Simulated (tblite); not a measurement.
**Run report: C₆H₁₅BSi, geometry relaxation (part 4 of 4)**

C₆H₁₅BSi; GFN2-xTB geometry optimisation, gas phase (tblite 0.8.0). It belongs to a series of runs on one base structure; here: H on B replaced by vinyl.

Geometry of the input (Å):
```
C  4.0966  -0.5073  0.1581
C  2.8148  -0.8215  0.3835
B  1.6461  0.1776  0.2439
C  0.5059  -0.2570  -0.7805
Si -1.0891  0.6252  -0.6104
C  -0.9715  2.4041  -0.1264
C  -2.2886  -0.1605  0.5778
C  -2.3595  -1.6557  0.4224
H  4.4314  0.4601  -0.1528
H  4.8366  -1.2892  0.3010
H  2.5732  -1.8367  0.7055
H  1.6091  1.1724  0.8750
H  0.9470  -0.1735  -1.7887
H  0.3799  -1.3758  -0.6184
H  -1.6970  0.6319  -1.9773
H  -0.3336  2.5621  0.7820
H  -2.0163  2.7635  0.0877
H  -0.5654  3.0368  -0.9381
H  -2.0475  0.1048  1.6352
H  -3.2762  0.2826  0.3583
H  -2.7323  -1.9622  -0.5597
H  -3.0868  -2.0370  1.1755
H  -1.3816  -2.1177  0.6754
```

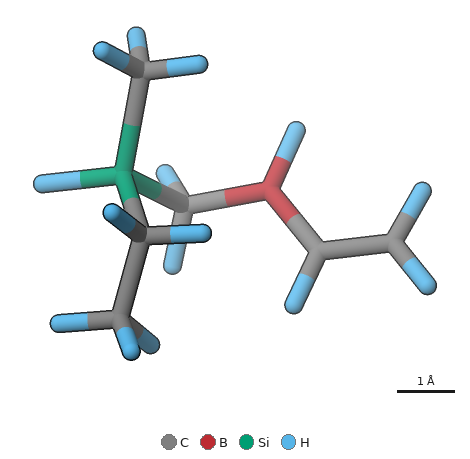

The geometry at step 152 of the log (stick view, seen at a tilt).

## Trajectory as extended XYZ, continued
```
23
Properties=species:S:1:pos:R:3:forces:R:3 step=133 energy=-636.56043
C     3.2380   -0.6694    1.1510    0.0080   0.0210   0.0260
C     2.1494   -0.7770    0.3915    0.0290  -0.0160  -0.0080
B     1.6765    0.3120   -0.6049   -0.0090  -0.0150  -0.0390
C     0.4686    0.0305   -1.5405   -0.0140   0.0110   0.0090
Si   -1.1434    0.6510   -0.6908   -0.0060  -0.0070  -0.0010
C    -0.9428    2.4800   -0.2138   -0.0230   0.0010  -0.0120
C    -1.5385   -0.3772    0.8697   -0.0040  -0.0070  -0.0180
C    -1.9366   -1.8174    0.5575    0.0340   0.0070   0.0250
H     3.8465    0.2221    1.1301   -0.0010  -0.0280   0.0020
H     3.5732   -1.4508    1.8178    0.0060   0.0040   0.0090
H     1.5919   -1.7067    0.4620   -0.0100  -0.0110   0.0130
H     2.2267    1.3486   -0.6297   -0.0080  -0.0040  -0.0050
H     0.5274    0.5596   -2.4905    0.0040  -0.0060  -0.0010
H     0.3262   -1.0273   -1.7593    0.0050   0.0170  -0.0050
H    -2.2477    0.5032   -1.6643    0.0030   0.0060   0.0030
H    -0.3583    2.5881    0.6942    0.0350   0.0020   0.0090
H    -1.8993    2.9638   -0.0467   -0.0290   0.0000   0.0040
H    -0.4317    3.0243   -1.0005    0.0000   0.0340   0.0010
H    -0.6696   -0.3770    1.5341   -0.0530  -0.0380  -0.0390
H    -2.3516    0.0906    1.4268    0.0000   0.0290   0.0020
H    -2.8349   -1.8460   -0.0573    0.0450   0.0220   0.0370
H    -2.1313   -2.3704    1.4753   -0.0180  -0.0170  -0.0130
H    -1.1433   -2.3279    0.0172    0.0080  -0.0040   0.0010
23
Properties=species:S:1:pos:R:3:forces:R:3 step=138 energy=-636.56296
C     3.2410   -0.6722    1.1507   -0.0080  -0.0290  -0.0020
C     2.1500   -0.7850    0.3941    0.0200   0.0020   0.0030
B     1.6719    0.3039   -0.6038    0.0210  -0.0180   0.0190
C     0.4662    0.0272   -1.5419    0.0190  -0.0080   0.0020
Si   -1.1420    0.6540   -0.6956   -0.0190   0.0130   0.0050
C    -0.9428    2.4834   -0.2147    0.0010   0.0190   0.0110
C    -1.5468   -0.3704    0.8653   -0.0170  -0.0020   0.0060
C    -1.9276   -1.8160    0.5597   -0.0210  -0.0170  -0.0240
H     3.8526    0.2154    1.1198    0.0080   0.0180  -0.0030
H     3.5829   -1.4494    1.8201   -0.0230   0.0060  -0.0020
H     1.5915   -1.7143    0.4760    0.0050   0.0220  -0.0060
H     2.2118    1.3465   -0.6183    0.0060  -0.0160  -0.0100
H     0.5259    0.5569   -2.4913    0.0190  -0.0060  -0.0020
H     0.3218   -1.0297   -1.7612   -0.0070   0.0000  -0.0140
H    -2.2384    0.5017   -1.6762   -0.0190   0.0150   0.0040
H    -0.3136    2.5833    0.6661   -0.0130   0.0150  -0.0240
H    -1.8983    2.9497    0.0066    0.0120  -0.0120   0.0070
H    -0.4769    3.0528   -1.0140   -0.0280  -0.0300   0.0220
H    -0.6875   -0.3675    1.5393   -0.0050   0.0130  -0.0040
H    -2.3685    0.1016    1.4095    0.0300  -0.0280  -0.0160
H    -2.8122   -1.8505   -0.0737    0.0210  -0.0030   0.0170
H    -2.1441   -2.3660    1.4755    0.0150   0.0160  -0.0260
H    -1.1216   -2.3283    0.0372   -0.0190   0.0300   0.0390
23
Properties=species:S:1:pos:R:3:forces:R:3 step=142 energy=-636.56453
C     3.2323   -0.6784    1.1546    0.0010   0.0350  -0.0060
C     2.1396   -0.7923    0.4012    0.0300   0.0140   0.0060
B     1.6684    0.2960   -0.5996   -0.0050  -0.0010  -0.0140
C     0.4670    0.0250   -1.5445   -0.0230   0.0090  -0.0120
Si   -1.1429    0.6590   -0.6993    0.0260  -0.0240  -0.0170
C    -0.9391    2.4866   -0.2137   -0.0070   0.0110   0.0130
C    -1.5510   -0.3675    0.8601    0.0260   0.0110  -0.0170
C    -1.9164   -1.8173    0.5583    0.0350   0.0180   0.0220
H     3.8425    0.2108    1.1105    0.0140  -0.0170   0.0170
H     3.5742   -1.4469    1.8330   -0.0180  -0.0080  -0.0050
H     1.5757   -1.7166    0.4893   -0.0060  -0.0050  -0.0040
H     2.2052    1.3409   -0.6124    0.0150  -0.0340   0.0000
H     0.5329    0.5576   -2.4920    0.0180   0.0140   0.0070
H     0.3158   -1.0286   -1.7745   -0.0020  -0.0100   0.0200
H    -2.2351    0.5113   -1.6860   -0.0190   0.0170   0.0170
H    -0.2459    2.5894    0.6180   -0.0530   0.0110  -0.0170
H    -1.8865    2.9324    0.0790    0.0600  -0.0130   0.0070
H    -0.5408    3.0703   -1.0382   -0.0320  -0.0200   0.0070
H    -0.6970   -0.3537    1.5416   -0.0190   0.0100  -0.0160
H    -2.3807    0.0959    1.3949   -0.0180   0.0170   0.0190
H    -2.7893   -1.8645   -0.0880    0.0040  -0.0140  -0.0100
H    -2.1400   -2.3583    1.4763   -0.0150  -0.0160   0.0010
H    -1.0937   -2.3242    0.0602   -0.0100  -0.0050  -0.0170
23
Properties=species:S:1:pos:R:3:forces:R:3 step=147 energy=-636.56683
C     3.2061   -0.6780    1.1726   -0.0060  -0.0150   0.0050
C     2.1237   -0.8008    0.4055    0.0090  -0.0080  -0.0040
B     1.6692    0.2768   -0.6150   -0.0020  -0.0040   0.0050
C     0.4641    0.0256   -1.5624    0.0110   0.0010   0.0170
Si   -1.1380    0.6609   -0.7064   -0.0170   0.0120   0.0140
C    -0.9420    2.4862   -0.2114    0.0080   0.0140   0.0070
C    -1.5374   -0.3612    0.8571   -0.0210  -0.0230   0.0040
C    -1.8933   -1.8142    0.5603   -0.0080  -0.0090  -0.0140
H     3.8236    0.2055    1.1258    0.0070  -0.0010   0.0040
H     3.5331   -1.4389    1.8679   -0.0220   0.0070  -0.0130
H     1.5549   -1.7223    0.5031    0.0100   0.0220  -0.0130
H     2.2255    1.3103   -0.6369    0.0230  -0.0040  -0.0060
H     0.5433    0.5709   -2.5022   -0.0150  -0.0210   0.0080
H     0.2993   -1.0244   -1.8011    0.0140   0.0100   0.0030
H    -2.2436    0.5266   -1.6802   -0.0050  -0.0010   0.0100
H    -0.2055    2.5995    0.5794    0.0050  -0.0010  -0.0240
H    -1.8745    2.9108    0.1474   -0.0090  -0.0100  -0.0160
H    -0.6113    3.0832   -1.0557   -0.0070   0.0060   0.0200
H    -0.6838   -0.3435    1.5380    0.0010   0.0260  -0.0070
H    -2.3695    0.0989    1.3930    0.0030   0.0070  -0.0030
H    -2.7632   -1.8733   -0.0903    0.0050   0.0130   0.0060
H    -2.1183   -2.3566    1.4778    0.0080   0.0010  -0.0060
H    -1.0672   -2.3153    0.0627    0.0100  -0.0210   0.0010
23
Properties=species:S:1:pos:R:3:forces:R:3 step=152 energy=-636.56777
C     3.1988   -0.6798    1.1790   -0.0230   0.0000  -0.0110
C     2.1233   -0.8025    0.4021    0.0070   0.0180  -0.0050
B     1.6740    0.2746   -0.6214    0.0280   0.0090   0.0120
C     0.4629    0.0298   -1.5628    0.0010   0.0020   0.0040
Si   -1.1406    0.6624   -0.7046   -0.0010   0.0050  -0.0120
C    -0.9436    2.4882   -0.2115   -0.0060  -0.0120  -0.0200
C    -1.5367   -0.3631    0.8577    0.0080   0.0180  -0.0050
C    -1.8874   -1.8172    0.5602   -0.0010  -0.0070   0.0010
H     3.8215    0.2002    1.1340    0.0010   0.0000   0.0030
H     3.5125   -1.4372    1.8826   -0.0030  -0.0160   0.0020
H     1.5499   -1.7202    0.4986    0.0000  -0.0060  -0.0020
H     2.2441    1.3010   -0.6490    0.0030  -0.0060  -0.0100
H     0.5421    0.5748   -2.5023   -0.0200   0.0040   0.0040
H     0.3003   -1.0190   -1.8070   -0.0030  -0.0070   0.0220
H    -2.2508    0.5339   -1.6742    0.0020  -0.0100   0.0060
H    -0.1956    2.6040    0.5665    0.0080   0.0070   0.0140
H    -1.8747    2.9070    0.1567   -0.0070   0.0020   0.0110
H    -0.6278    3.0868   -1.0593    0.0020   0.0130  -0.0070
H    -0.6797   -0.3372    1.5339    0.0000  -0.0060   0.0070
H    -2.3670    0.0969    1.3977    0.0050  -0.0190  -0.0210
H    -2.7572   -1.8763   -0.0900    0.0030   0.0040  -0.0060
H    -2.1124   -2.3593    1.4773    0.0010  -0.0070   0.0120
H    -1.0605   -2.3207    0.0647   -0.0050   0.0150   0.0020
23
Properties=species:S:1:pos:R:3:forces:R:3 step=157 energy=-636.56858
C     3.1895   -0.6831    1.1869    0.0120  -0.0060   0.0060
C     2.1218   -0.8024    0.3989    0.0080  -0.0130   0.0050
B     1.6838    0.2735   -0.6296   -0.0130  -0.0010  -0.0130
C     0.4641    0.0332   -1.5628   -0.0060   0.0060  -0.0030
Si   -1.1394    0.6650   -0.7059    0.0110  -0.0100   0.0090
C    -0.9471    2.4906   -0.2130    0.0010   0.0150   0.0160
C    -1.5318   -0.3629    0.8556   -0.0010  -0.0120   0.0020
C    -1.8810   -1.8191    0.5622    0.0150   0.0090  -0.0030
H     3.8180    0.1935    1.1482   -0.0140  -0.0100   0.0040
H     3.4924   -1.4428    1.8941   -0.0090   0.0070  -0.0120
H     1.5464   -1.7197    0.4922   -0.0050   0.0120  -0.0080
H     2.2671    1.2912   -0.6701    0.0080   0.0090  -0.0040
H     0.5345    0.5787   -2.5029    0.0090  -0.0080  -0.0030
H     0.2998   -1.0162   -1.8048   -0.0010   0.0030   0.0170
H    -2.2560    0.5399   -1.6679    0.0050  -0.0180  -0.0080
H    -0.1851    2.6128    0.5516   -0.0090  -0.0020  -0.0040
H    -1.8758    2.8968    0.1763    0.0080   0.0060   0.0020
H    -0.6543    3.0977   -1.0635   -0.0050  -0.0010  -0.0040
H    -0.6775   -0.3323    1.5357   -0.0110  -0.0090  -0.0050
H    -2.3665    0.0935    1.3894   -0.0130   0.0090   0.0110
H    -2.7455   -1.8795   -0.0954    0.0020  -0.0020   0.0170
H    -2.1110   -2.3583    1.4810    0.0020   0.0130  -0.0240
H    -1.0511   -2.3232    0.0729    0.0060   0.0020   0.0030
23
Properties=species:S:1:pos:R:3:forces:R:3 step=162 energy=-636.56918
C     3.1789   -0.6871    1.1932   -0.0180   0.0020  -0.0120
C     2.1190   -0.8012    0.3945   -0.0140   0.0060  -0.0150
B     1.6902    0.2755   -0.6391    0.0070  -0.0020   0.0160
C     0.4644    0.0391   -1.5651    0.0080  -0.0100   0.0100
Si   -1.1375    0.6650   -0.7028   -0.0150   0.0190   0.0010
C    -0.9478    2.4925   -0.2134   -0.0010  -0.0080  -0.0090
C    -1.5293   -0.3620    0.8588   -0.0110   0.0100   0.0020
C    -1.8716   -1.8176    0.5609   -0.0130  -0.0130  -0.0020
H     3.8109    0.1862    1.1599    0.0130   0.0120   0.0060
H     3.4679   -1.4468    1.9050    0.0040  -0.0090   0.0040
H     1.5367   -1.7139    0.4843   -0.0080  -0.0050  -0.0080
H     2.2847    1.2868   -0.6853   -0.0010   0.0020  -0.0070
H     0.5305    0.5806   -2.5075    0.0060  -0.0030  -0.0040
H     0.3002   -1.0114   -1.8007   -0.0050  -0.0090  -0.0020
H    -2.2580    0.5294   -1.6607    0.0190  -0.0070  -0.0010
H    -0.1735    2.6161    0.5381   -0.0010   0.0110  -0.0040
H    -1.8714    2.8936    0.1921    0.0020   0.0100   0.0010
H    -0.6730    3.0997   -1.0704   -0.0040  -0.0030   0.0180
H    -0.6777   -0.3311    1.5410    0.0010   0.0040   0.0100
H    -2.3688    0.0901    1.3906    0.0150   0.0020  -0.0010
H    -2.7373   -1.8788   -0.0948    0.0120  -0.0080  -0.0100
H    -2.1027   -2.3586    1.4771    0.0060  -0.0100   0.0130
H    -1.0394   -2.3191    0.0729   -0.0040   0.0080  -0.0060
23
Properties=species:S:1:pos:R:3:forces:R:3 step=167 energy=-636.56965
C     3.1647   -0.6892    1.1985    0.0010   0.0000   0.0040
C     2.1102   -0.8012    0.3924    0.0040   0.0030   0.0060
B     1.6929    0.2744   -0.6452   -0.0060   0.0040  -0.0030
C     0.4652    0.0379   -1.5676   -0.0060  -0.0010  -0.0020
Si   -1.1347    0.6691   -0.7028    0.0060  -0.0050   0.0010
C    -0.9499    2.4965   -0.2114   -0.0010   0.0040   0.0040
C    -1.5239   -0.3605    0.8584    0.0020   0.0000   0.0020
C    -1.8625   -1.8178    0.5612    0.0020   0.0030   0.0010
H     3.8001    0.1827    1.1704   -0.0040  -0.0070  -0.0010
H     3.4467   -1.4493    1.9132    0.0000  -0.0020   0.0000
H     1.5230   -1.7114    0.4785    0.0050  -0.0010  -0.0030
H     2.2947    1.2810   -0.6994   -0.0010   0.0000  -0.0010
H     0.5314    0.5725   -2.5141   -0.0020   0.0020   0.0040
H     0.2968   -1.0138   -1.7964   -0.0030  -0.0010   0.0000
H    -2.2512    0.5255   -1.6629    0.0020   0.0030  -0.0040
H    -0.1626    2.6260    0.5255    0.0030  -0.0020  -0.0010
H    -1.8678    2.8911    0.2133   -0.0030  -0.0030  -0.0030
H    -0.6964    3.1094   -1.0702    0.0010  -0.0010  -0.0040
H    -0.6724   -0.3284    1.5414   -0.0020   0.0060  -0.0020
H    -2.3631    0.0901    1.3910   -0.0020   0.0030   0.0030
H    -2.7277   -1.8834   -0.0946    0.0000  -0.0010   0.0010
H    -2.0887   -2.3591    1.4789    0.0020  -0.0050  -0.0070
H    -1.0295   -2.3152    0.0708    0.0030   0.0010   0.0020
```

## Summary

```csv
quantity,value
outcome,converged
total energy,−636.5697 eV
hardware,"1 CPU thread, shared host"
wall time,2.5 s
peak memory,0.18 GiB
```
